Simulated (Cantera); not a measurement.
Feed: 1 mol Si, 4.1 mol NF₃, 59 mol N₂, held at 0.218 Torr.

These are equilibrium values from Cantera (NASA tables, ideal gas, pure condensed phases), not measurements of a reactor. Candidate condensed phases: Si, Si₃N₄; 16 gas species. Equilibrium is a limit: real reactors are often held back by kinetics, nucleation or transport.

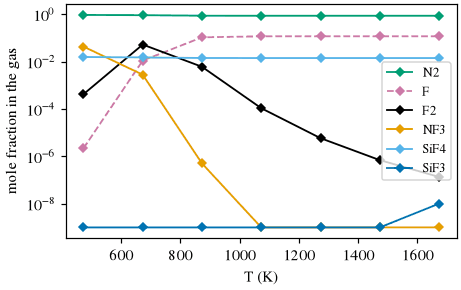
*Equilibrium gas composition (values under 1e-9 drawn at 1e-9)*

From 473 K to 1673 K nothing is condensed. The main Si-bearing gas is SiF₄ throughout.
